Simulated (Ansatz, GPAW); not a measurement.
# Work function of a 11-layer slab of Al(110) at several levels, part 2 of 3

Aim: the work function of both faces of a 11-layer slab of Al(110), and its spread over functionals and bases.

GPAW 26.7.0 and Ansatz 0.2.0; Ansatz plane waves; slab in vacuum with a dipole correction, relaxation (the session's first sound run).

So far, upper work function (eV): step 2 (relaxing the atoms) 4.00.

### 3. Plane waves, PBE

The work function is the vacuum plateau of the electrostatic potential less the Fermi level; a dipole layer lets the two faces have plateaus of their own.

This step: GPAW, PAW setups; slab in vacuum (GPAW 26.7.0).

run.py reads:

```python
import json
import numpy as np
from ase import Atoms
from gpaw import GPAW, PW

slab = Atoms(
    ['Al', 'Al', 'Al', 'Al', 'Al', 'Al', 'Al', 'Al', 'Al', 'Al', 'Al'],
    positions=[
        [0.00000, 0.00000, 8.00000],
        [2.02500, 1.43189, 9.43189],
        [0.00000, 0.00000, 10.86378],
        [2.02500, 1.43189, 12.29567],
        [0.00000, 0.00000, 13.72756],
        [2.02500, 1.43189, 15.16239],
        [0.00000, 0.00000, 16.59437],
        [2.02500, 1.43189, 18.03820],
        [0.00000, 0.00000, 19.41664],
        [2.02500, 1.43189, 20.90313],
        [0.00000, 0.00000, 22.20367]],
    cell=[[4.05, 0.0, 0.0], [0.0, 2.86378, 0.0], [0.0, 0.0, 30.31891]],
    pbc=[True, True, False])

slab.calc = GPAW(mode=PW(400), xc='PBE', kpts={'size': (8, 11, 1), 'gamma': True},
                 occupations={'name': 'fermi-dirac', 'width': 0.1}, nbands='200%',
                 convergence={'density': 1e-05}, maxiter=200,
                 poissonsolver={'dipolelayer': 'xy'},
                 symmetry={'tolerance': 1e-3}, txt='slab.txt')
result = {}
energy = slab.get_potential_energy()
fermi = slab.calc.get_fermi_level()
v = slab.calc.get_electrostatic_potential().mean((0, 1)) - fermi
n = slab.calc.get_pseudo_density().mean((0, 1))
L = slab.cell[2, 2]
z = np.arange(len(v)) * L / len(v)
low, high = slab.positions[:, 2].min(), slab.positions[:, 2].max()
below, above = np.interp([low - 5.8, high + 5.8], z, v)
slopes = [np.interp(x, z, np.gradient(v, z)) for x in (low - 5.8, high + 5.8)]
eps = np.array([[slab.calc.get_eigenvalues(k, s) for k in range(len(slab.calc.get_ibz_k_points()))]
                for s in range(slab.calc.get_number_of_spins())]) - fermi
top, bottom = eps[eps < 0].max(), eps[eps > 0].min()
dipole = slab.get_dipole_moment()[2]
print(f'energy {energy:.4f} eV, Fermi level {fermi:.4f} eV, dipole {dipole:.5f} e A')
print(f'potential 5.8 A off the faces, from the Fermi level: lower {below:.4f} eV, upper {above:.4f} eV')
print(f'slope of the potential there: lower {slopes[0]:.5f}, upper {slopes[1]:.5f} eV/A')
print(f'nearest levels on the mesh: {top:.4f} and {bottom:.4f} eV')
print('magnetic moment', round(slab.get_magnetic_moment(), 3))
result.update(energy=energy, fermi=fermi, dipole=dipole, below=below, above=above, slopes=slopes, edges=[top, bottom],
              z=z.tolist(), v=v.tolist(), n=n.tolist(), positions=slab.positions.tolist(),
              forces=slab.get_forces(apply_constraint=False).tolist(), moments=slab.get_magnetic_moments().tolist())
json.dump(result, open('result.json', 'w'))
```

Started as:

```bash
OMP_NUM_THREADS=1 OPENBLAS_NUM_THREADS=1 python run.py
```

Output:

```text
energy -39.6985 eV, Fermi level 1.8281 eV, dipole 0.00020 e A
potential 5.8 A off the faces, from the Fermi level: lower 4.0095 eV, upper 4.0051 eV
slope of the potential there: lower -0.00011, upper 0.00011 eV/A
nearest levels on the mesh: -0.0068 and 0.0226 eV
magnetic moment 0.0
```

It took 15 min on 1 thread of Arm Neoverse N1, shared host; peak memory 0.35 GiB.

Numbers from this step:

```
dipole along the normal                    : 2.01e-4 e·Å
levels nearest the Fermi level on the mesh : -0.006753, 0.02263 eV from the Fermi level
upper work function                        : 4.005 eV
lower work function                        : 4.010 eV
```

The electrostatic potential energy of an electron (without an applied field's), less the Fermi level, planar mean oscillates, so the rows of the table below give means over windows of 1.41 Å about each position, cut where the curve ends. Its maxima inside the range that stand out by 2 % of the span (Å: eV): 8.7: -5.06, 10.2: -5.08, 11.6: -5.03, 13.0: -5.06, 14.4: -5.09, 15.9: -5.12, 17.3: -4.96, 18.7: -5.55, 20.1: -4.57, 21.5: -6.33. Its minima: 8.0: -8.96, 9.4: -9.39, 10.8: -9.39, 12.3: -9.36, 13.8: -9.41, 15.2: -9.44, 16.6: -9.41, 18.1: -9.46, 19.4: -9.43, 20.9: -9.56, 22.2: -9.22.

Electrostatic potential energy of an electron (without an applied field's), less the Fermi level, planar mean against z; means over each step:

```csv
z (Å),"electrostatic potential energy of an electron (without an applied field's), less the Fermi level, planar mean (eV)"
0.70,4.01
2.11,4.01
3.52,4.01
4.93,3.98
6.34,3.12
7.75,-5.22
9.16,-7.12
10.57,-7.15
11.98,-7.13
13.39,-7.15
14.80,-7.15
16.21,-7.15
17.62,-7.11
19.03,-7.41
20.44,-6.89
21.85,-7.61
23.26,0.748
24.67,3.88
26.08,4.00
27.49,4.00
28.90,4.01
```

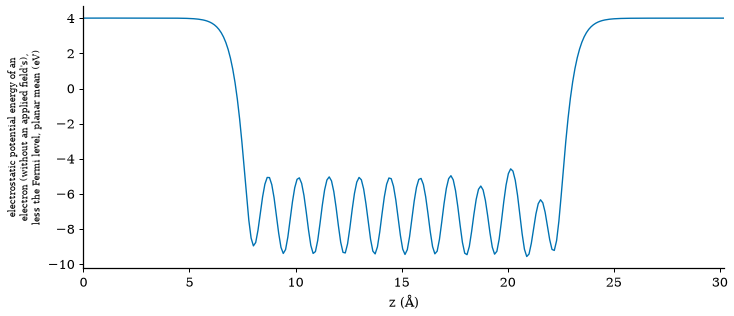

Electrostatic potential energy of an electron (without an applied field's), less the Fermi level, planar mean against z.

The pseudo valence density, planar mean oscillates, so the rows of the table below give means over windows of 2 Å about each position, cut where the curve ends. Its maxima inside the range that stand out by 2 % of the span (Å: e/Å³): 7.6: 0.124, 8.9: 0.199, 10.2: 0.202, 11.5: 0.202, 13.0: 0.202, 14.5: 0.201, 15.8: 0.202, 17.3: 0.202, 18.6: 0.207, 20.1: 0.198, 21.4: 0.212, 22.5: 0.129. Its minima: 8.0: 0.118, 9.5: 0.153, 10.8: 0.148, 12.3: 0.149, 13.6: 0.151, 15.2: 0.148, 16.7: 0.150, 18.0: 0.152, 19.5: 0.149, 20.8: 0.159, 22.3: 0.123.

Pseudo valence density, planar mean against z; means over each step:

```csv
z (Å),"pseudo valence density, planar mean (e/Å³)"
2,1.2e-6
4,1.5e-4
6,0.0167
8,0.141
10,0.176
12,0.182
14,0.182
16,0.176
18,0.188
20,0.177
22,0.159
24,0.0245
26,2.6e-4
28,2.1e-6
```

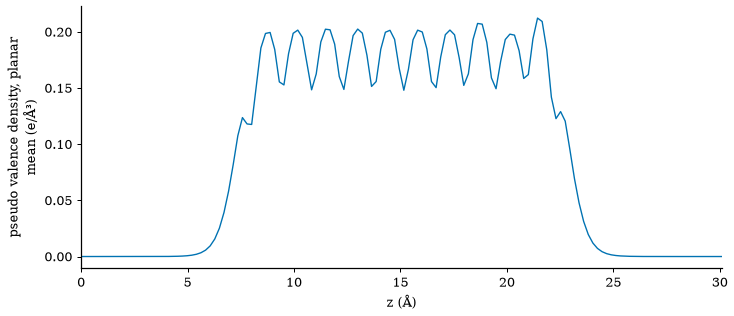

Pseudo valence density, planar mean, plotted against z.

Force by atom:

```csv
atom,x (eV/Å),y (eV/Å),z (eV/Å),size
Al1,0.000,0.000,0.258,0.258
Al2,0.000,0.000,-0.177,0.177
Al3,0.000,0.000,0.045,0.045
Al4,0.000,0.000,-0.079,0.079
Al5,0.000,0.000,-0.065,0.065
Al6,0.000,0.000,0.008,0.008
Al7,0.000,0.000,0.001,0.001
Al8,0.000,0.000,0.003,0.003
Al9,0.000,0.000,-0.002,0.002
Al10,0.000,0.000,-0.002,0.002
Al11,0.000,0.000,0.009,0.009
```

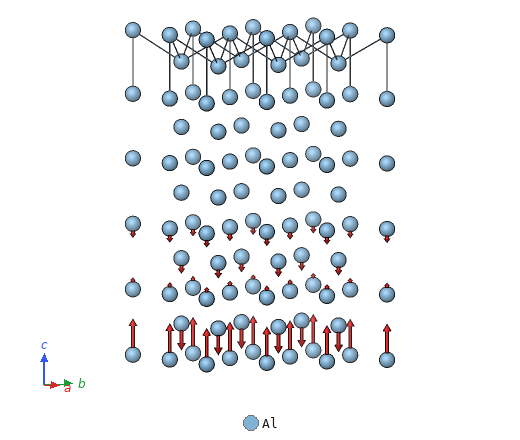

Force as arrows, the longest 0.258 eV/Å. 2×3×1 cells are drawn. Some periodic images of atoms are drawn too.

The potential is flat to 1.1e-4 eV/Å where it is read, so the vacuum is wide enough. The geometry is the other program's minimum; here the largest force on a free atom is 0.0094 eV/Å.

### 4. Self-consistent run: xc = "LDA"

The same geometry under LDA, to see how far the functional moves the levels against the vacuum.

run.py, as its differences from that of step 3:

```diff
@@ -22,3 +22,3 @@
 
-slab.calc = GPAW(mode=PW(400), xc='PBE', kpts={'size': (8, 11, 1), 'gamma': True},
+slab.calc = GPAW(mode=PW(400), xc='LDA', kpts={'size': (8, 11, 1), 'gamma': True},
                  occupations={'name': 'fermi-dirac', 'width': 0.1}, nbands='200%',
```

Output:

```text
energy -44.2283 eV, Fermi level 1.6508 eV, dipole -0.00005 e A
potential 5.8 A off the faces, from the Fermi level: lower 4.1651 eV, upper 4.1645 eV
slope of the potential there: lower -0.00009, upper 0.00009 eV/A
nearest levels on the mesh: -0.0063 and 0.0315 eV
magnetic moment 0.0
```

The job ended after 11 min (1 thread; peak memory 0.35 GiB).

This step gave:

```yaml
dipole_along_the_normal: -4.99e-5 e·Å
levels_nearest_the_fermi_level_on_the_mesh: -0.006308, 0.03149 eV from the Fermi level
upper_work_function: 4.165 eV
lower_work_function: 4.165 eV
```

The electrostatic potential energy of an electron (without an applied field's), less the Fermi level, planar mean oscillates, so the rows of the table below give means over windows of 1.41 Å about each position, cut where the curve ends. Its maxima inside the range that stand out by 2 % of the span (Å: eV): 8.7: -4.86, 10.2: -4.87, 11.6: -4.82, 13.0: -4.85, 14.4: -4.88, 15.9: -4.91, 17.3: -4.75, 18.7: -5.34, 20.1: -4.37, 21.5: -6.12. Its minima: 8.0: -8.79, 9.4: -9.20, 10.8: -9.20, 12.3: -9.17, 13.8: -9.22, 15.2: -9.25, 16.6: -9.22, 18.1: -9.26, 19.4: -9.24, 20.9: -9.37, 22.2: -9.04.

Table of electrostatic potential energy of an electron (without an applied field's), less the Fermi level, planar mean by z; means over each step:

```csv
z (Å),"electrostatic potential energy of an electron (without an applied field's), less the Fermi level, planar mean (eV)"
0.70,4.17
2.11,4.17
3.52,4.16
4.93,4.14
6.34,3.27
7.75,-5.05
9.16,-6.92
10.57,-6.95
11.98,-6.93
13.39,-6.95
14.80,-6.95
16.21,-6.95
17.62,-6.91
19.03,-7.20
20.44,-6.69
21.85,-7.42
23.26,0.898
24.67,4.04
26.08,4.16
27.49,4.16
28.90,4.16
```

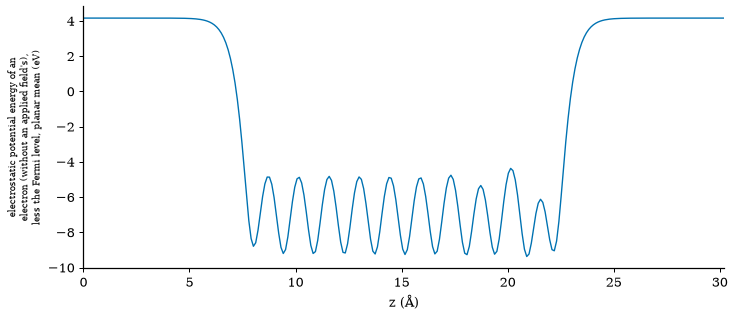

Electrostatic potential energy of an electron (without an applied field's), less the Fermi level, planar mean, plotted against z.

The pseudo valence density, planar mean oscillates, so the rows of the table below give means over windows of 2.5 Å about each position, cut where the curve ends. Its maxima inside the range that stand out by 2 % of the span (Å: e/Å³): 7.6: 0.124, 8.9: 0.200, 10.2: 0.202, 11.5: 0.203, 13.0: 0.203, 14.5: 0.202, 15.8: 0.202, 17.3: 0.202, 18.6: 0.208, 20.1: 0.198, 21.4: 0.213, 22.5: 0.129. Its minima: 8.0: 0.117, 9.5: 0.152, 10.8: 0.147, 12.3: 0.148, 13.6: 0.150, 15.2: 0.147, 16.7: 0.149, 18.0: 0.151, 19.5: 0.148, 20.8: 0.157, 22.3: 0.122.

Pseudo valence density, planar mean against z; means over each step:

```csv
z (Å),"pseudo valence density, planar mean (e/Å³)"
2.5,5.7e-6
5.0,0.00258
7.5,0.104
10.0,0.178
12.5,0.183
15.0,0.183
17.5,0.180
20.0,0.180
22.5,0.125
25.0,0.00419
27.5,9.4e-6
```

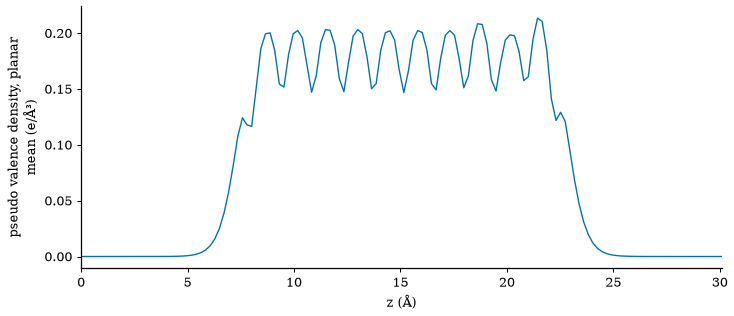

Pseudo valence density, planar mean, plotted against z.

Force by atom:

```csv
atom,x (eV/Å),y (eV/Å),z (eV/Å),size
Al1,0.000,0.000,0.437,0.437
Al2,0.000,0.000,-0.124,0.124
Al3,0.000,0.000,0.047,0.047
Al4,0.000,0.000,-0.078,0.078
Al5,0.000,0.000,-0.064,0.064
Al6,0.000,0.000,0.007,0.007
Al7,0.000,0.000,0.005,0.005
Al8,0.000,0.000,0.013,0.013
Al9,0.000,0.000,-0.011,0.011
Al10,0.000,0.000,-0.036,0.036
Al11,0.000,0.000,-0.195,0.195
```

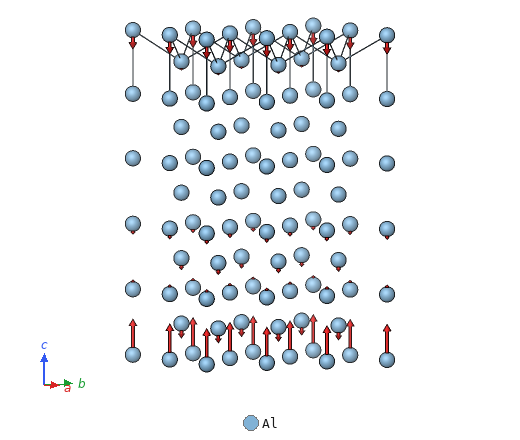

Force as arrows, the longest 0.437 eV/Å. 2×3×1 cells are drawn. Some periodic images of atoms are drawn too.

The upper face's work function is 4.165 eV, against 4.005 eV in the first plane-wave PBE run at this geometry.

### 5. OptPBE vdW: xc = "optPBE-vdW"

The same geometry under optPBE-vdW, to see how far the functional moves the levels against the vacuum (the van der Waals functionals take revPBE setups).

run.py, as its differences from that of step 4:

```diff
@@ -22,3 +22,3 @@
 
-slab.calc = GPAW(mode=PW(400), xc='LDA', kpts={'size': (8, 11, 1), 'gamma': True},
+slab.calc = GPAW(mode=PW(400), xc='optPBE-vdW', kpts={'size': (8, 11, 1), 'gamma': True},
                  occupations={'name': 'fermi-dirac', 'width': 0.1}, nbands='200%',
```

Output:

```text
energy -95.0345 eV, Fermi level 1.7802 eV, dipole 0.00005 e A
potential 5.8 A off the faces, from the Fermi level: lower 4.1652 eV, upper 4.1631 eV
slope of the potential there: lower -0.00016, upper 0.00016 eV/A
nearest levels on the mesh: -0.0053 and 0.0025 eV
magnetic moment 0.0
```

It took 10 min on 1 thread; peak memory 0.54 GiB.

This step gave:

```yaml
dipole_along_the_normal: 5.43e-5 e·Å
levels_nearest_the_fermi_level_on_the_mesh: -0.005278, 0.002469 eV from the Fermi level
upper_work_function: 4.163 eV
```

The electrostatic potential energy of an electron (without an applied field's), less the Fermi level, planar mean oscillates, so the rows of the table below give means over windows of 1.41 Å about each position, cut where the curve ends. Its maxima inside the range that stand out by 2 % of the span (Å: eV): 8.7: -5.09, 10.2: -5.13, 11.6: -5.06, 13.0: -5.10, 14.4: -5.13, 15.9: -5.15, 17.3: -5.00, 18.7: -5.58, 20.1: -4.62, 21.5: -6.35. Its minima: 8.0: -8.98, 9.4: -9.43, 10.8: -9.42, 12.3: -9.39, 13.8: -9.45, 15.2: -9.48, 16.6: -9.45, 18.1: -9.49, 19.4: -9.46, 20.9: -9.60, 22.2: -9.23.

Table of electrostatic potential energy of an electron (without an applied field's), less the Fermi level, planar mean by z; means over each step:

```csv
z (Å),"electrostatic potential energy of an electron (without an applied field's), less the Fermi level, planar mean (eV)"
0.70,4.17
2.11,4.17
3.52,4.16
4.93,4.12
6.34,3.19
7.75,-5.23
9.16,-7.15
10.57,-7.19
11.98,-7.16
13.39,-7.18
14.80,-7.19
16.21,-7.19
17.62,-7.15
19.03,-7.44
20.44,-6.93
21.85,-7.63
23.26,0.775
24.67,4.00
26.08,4.16
27.49,4.16
28.90,4.16
```

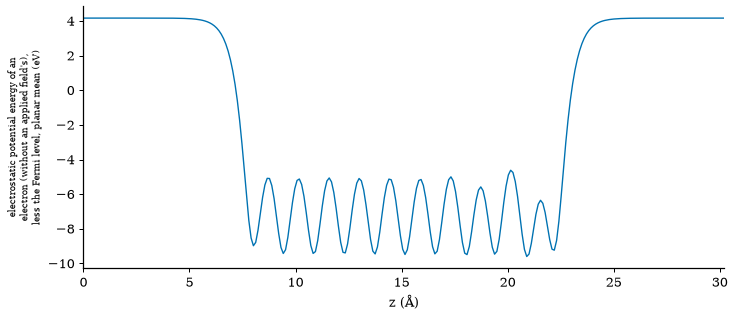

Electrostatic potential energy of an electron (without an applied field's), less the Fermi level, planar mean against z.

The upper face's work function is 4.163 eV, against 4.005 eV in the first plane-wave PBE run at this geometry.

### 6. Self-consistent run: xc = "vdW-DF2"

The same geometry under vdW-DF2, to see how far the functional moves the levels against the vacuum (the van der Waals functionals take revPBE setups).

run.py, as its differences from that of step 5:

```diff
@@ -22,3 +22,3 @@
 
-slab.calc = GPAW(mode=PW(400), xc='optPBE-vdW', kpts={'size': (8, 11, 1), 'gamma': True},
+slab.calc = GPAW(mode=PW(400), xc='vdW-DF2', kpts={'size': (8, 11, 1), 'gamma': True},
                  occupations={'name': 'fermi-dirac', 'width': 0.1}, nbands='200%',
```

Output:

```text
energy -275.3562 eV, Fermi level 1.7191 eV, dipole -0.00004 e A
potential 5.8 A off the faces, from the Fermi level: lower 4.2495 eV, upper 4.2488 eV
slope of the potential there: lower -0.00055, upper 0.00060 eV/A
nearest levels on the mesh: -0.0196 and 0.0309 eV
magnetic moment 0.0
```

It took 37 min on 1 thread; peak memory 0.55 GiB.

This step gave:

```
dipole along the normal                    : -4.24e-5 e·Å
levels nearest the Fermi level on the mesh : -0.01961, 0.03088 eV from the Fermi level
upper work function                        : 4.249 eV
lower work function                        : 4.249 eV
```

The electrostatic potential energy of an electron (without an applied field's), less the Fermi level, planar mean oscillates, so the rows of the table below give means over windows of 1.41 Å about each position, cut where the curve ends. Its maxima inside the range that stand out by 2 % of the span (Å: eV): 8.7: -5.01, 10.2: -5.08, 11.6: -5.02, 13.0: -5.05, 14.4: -5.09, 15.9: -5.11, 17.3: -4.96, 18.7: -5.53, 20.1: -4.58, 21.5: -6.27. Its minima: 8.0: -8.92, 9.4: -9.37, 10.8: -9.38, 12.3: -9.35, 13.8: -9.41, 15.2: -9.44, 16.6: -9.41, 18.1: -9.44, 19.4: -9.42, 20.9: -9.55, 22.2: -9.17.

Table of electrostatic potential energy of an electron (without an applied field's), less the Fermi level, planar mean by z; means over each step:

```csv
z (Å),"electrostatic potential energy of an electron (without an applied field's), less the Fermi level, planar mean (eV)"
0.70,4.25
2.11,4.25
3.52,4.25
4.93,4.20
6.34,3.24
7.75,-5.18
9.16,-7.09
10.57,-7.14
11.98,-7.12
13.39,-7.14
14.80,-7.15
16.21,-7.15
17.62,-7.10
19.03,-7.40
20.44,-6.88
21.85,-7.56
23.26,0.809
24.67,4.07
26.08,4.24
27.49,4.25
28.90,4.25
```

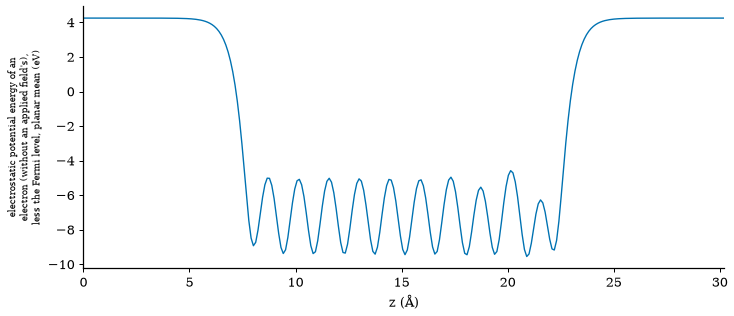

Electrostatic potential energy of an electron (without an applied field's), less the Fermi level, planar mean against z.

The upper face's work function is 4.249 eV, against 4.005 eV in the first plane-wave PBE run at this geometry.

### 7. Self-consistent run: xc = "revPBE"

The same geometry under revPBE, to see how far the functional moves the levels against the vacuum.

run.py, as its differences from that of step 6:

```diff
@@ -22,3 +22,3 @@
 
-slab.calc = GPAW(mode=PW(400), xc='vdW-DF2', kpts={'size': (8, 11, 1), 'gamma': True},
+slab.calc = GPAW(mode=PW(400), xc='revPBE', kpts={'size': (8, 11, 1), 'gamma': True},
                  occupations={'name': 'fermi-dirac', 'width': 0.1}, nbands='200%',
```

Output:

```text
energy -37.3935 eV, Fermi level 1.9025 eV, dipole 0.00034 e A
potential 5.8 A off the faces, from the Fermi level: lower 3.9399 eV, upper 3.9332 eV
slope of the potential there: lower -0.00011, upper 0.00012 eV/A
nearest levels on the mesh: -0.0003 and 0.0186 eV
magnetic moment 0.0
```

Wall time 10 min (1 thread); peak memory 0.35 GiB.

Numbers from this step:

```
dipole along the normal                    : 3.44e-4 e·Å
levels nearest the Fermi level on the mesh : -3.09e-4, 0.01861 eV from the Fermi level
upper work function                        : 3.933 eV
lower work function                        : 3.940 eV
```

The upper face's work function is 3.933 eV, against 4.005 eV in the first plane-wave PBE run at this geometry.

[end of part 2 of 3]

[Logs are printed without paths, hosts, clocks, repeated set-up lines and the standing remarks that a program may print on its own settings, such as how far it seeks lower states.]

[Hosts, paths, dates, database ids (printed as entryN), source tags and the programs' standing remarks are cut or masked in the printed files.]
